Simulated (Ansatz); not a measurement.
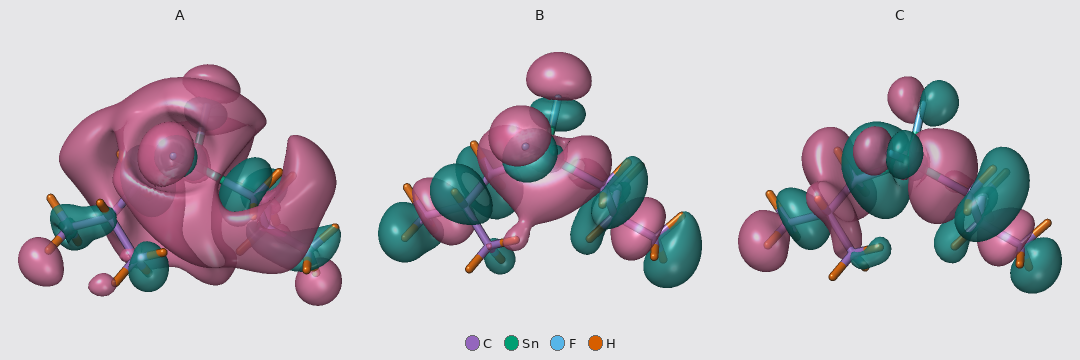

*C8H18F2Sn (SMILES CC(C)[CH2][Sn]([F])([F])[CH2]C(C)C). Three frontier orbitals at ±0.04 Å⁻³ᐟ² (teal and pink are the two phases), in no order.*

Geometry: PBE0-D4/def2-TZVP; core potentials replace the inner electrons of Sn.

These are results of RKS PBE0-D4/def2-TZVPP (Ansatz 0.2.0), not measurements.

```yaml
atoms:
  - { symbol: C, position_ang: [-1.1604, 1.4224, -1.4684] }
  - { symbol: C, position_ang: [0.1096, 2.2502, -1.3310] }
  - { symbol: C, position_ang: [0.5923, 2.7275, -2.6950] }
  - { symbol: C, position_ang: [1.2158, 1.4703, -0.6256] }
  - { symbol: Sn, position_ang: [0.6831, 0.8467, 1.3431] }
  - { symbol: F, position_ang: [-0.1774, 2.3859, 2.1262] }
  - { symbol: F, position_ang: [2.3313, 0.7417, 2.3361] }
  - { symbol: C, position_ang: [-0.4967, -0.8325, 1.9192] }
  - { symbol: C, position_ang: [-0.4687, -1.9900, 0.9254] }
  - { symbol: C, position_ang: [0.9444, -2.5149, 0.7169] }
  - { symbol: C, position_ang: [-1.3943, -3.1065, 1.3926] }
  - { symbol: H, position_ang: [-1.9337, 1.9723, -2.0092] }
  - { symbol: H, position_ang: [-0.9646, 0.4956, -2.0177] }
  - { symbol: H, position_ang: [-1.5837, 1.1546, -0.4940] }
  - { symbol: H, position_ang: [-0.1256, 3.1320, -0.7242] }
  - { symbol: H, position_ang: [0.8313, 1.8766, -3.3408] }
  - { symbol: H, position_ang: [-0.1743, 3.3237, -3.1968] }
  - { symbol: H, position_ang: [1.4912, 3.3417, -2.6048] }
  - { symbol: H, position_ang: [2.1214, 2.0702, -0.5042] }
  - { symbol: H, position_ang: [1.4907, 0.5785, -1.1985] }
  - { symbol: H, position_ang: [-0.1128, -1.1451, 2.8954] }
  - { symbol: H, position_ang: [-1.5107, -0.4533, 2.0717] }
  - { symbol: H, position_ang: [-0.8452, -1.6284, -0.0407] }
  - { symbol: H, position_ang: [0.9553, -3.3529, 0.0164] }
  - { symbol: H, position_ang: [1.3726, -2.8605, 1.6623] }
  - { symbol: H, position_ang: [1.6182, -1.7491, 0.3172] }
  - { symbol: H, position_ang: [-2.4179, -2.7468, 1.5206] }
  - { symbol: H, position_ang: [-1.4126, -3.9306, 0.6746] }
  - { symbol: H, position_ang: [-1.0577, -3.5072, 2.3537] }
```

Q: Which picture is the HOMO−1, the HOMO and the LUMO?

A: B is the HOMO−1 (−9.16 eV). Its weight (Hirshfeld) is mainly on Sn5 (about 20 %), F7 (about 15 %), F6 (about 15 %), C4 (about 10 %), C8 (about 10 %) and C11 (about 5 %). C is the HOMO (−7.88 eV). Its weight (Hirshfeld) is mainly on C8 (about 20 %), C4 (about 20 %) and Sn5 (about 20 %). A is the LUMO (−0.32 eV). Its weight (Hirshfeld) is mainly on Sn5 (about 30 %), C4 (about 15 %) and C8 (about 10 %).

Q: What is the HOMO–LUMO gap?

A: 7.56 eV between the orbital energies.
